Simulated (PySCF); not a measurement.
# H3O3P: the cost of one run

Computed with PySCF 2.14.0, with density-fitted response routines of our own, on a single molecule in the gas phase. Atoms count from 0, in the outputs and in this text.

## Step 1: The molecule as given

7 atoms, charge 0, multiplicity 1; geometry from: GFN2-xTB. The atoms were then displaced at random by about 0.03 Å, so the start is not that level's minimum.

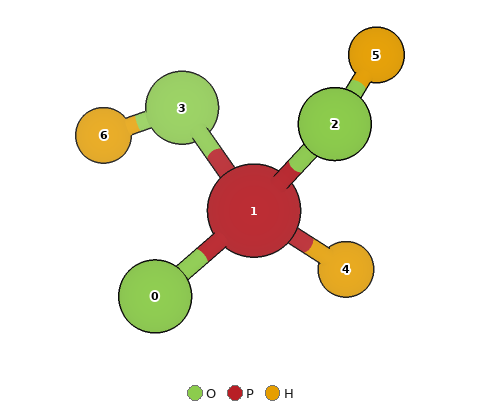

As it starts; oxygen green, phosphorus red, hydrogen amber, atoms numbered.

## Step 2: Geometry optimisation at PBE0-D3(BJ)/def2-SVP

The job: settings as JSON, then the geometry in Å.

```
{"job": {"xc": "PBE0", "basis": "def2-SVP", "d3": "d3bj", "grid": 1, "shake": 0.03, "kind": "geom"}, "charge": 0, "multiplicity": 1}
O      0.594790    -0.759120    -1.413720
P     -0.119620    -0.296570    -0.189820
O     -1.036160     1.031180    -0.311900
O      1.030930     0.048970     0.994500
H     -0.964860    -1.213390     0.376870
H     -1.226370     1.394570     0.568900
H      1.819830    -0.297840     0.752070
```

The run is started by

```console
OMP_NUM_THREADS=1 python probes_run.py task.json out
```

The driver reads the jobs from task.json and runs them one after another.

**Question.** How long does this first job take on 1 thread of Intel Xeon Platinum 8175M at 2.50GHz, shared host, and how much memory does it need?

About 20 s, with a peak of 0.31 GiB.
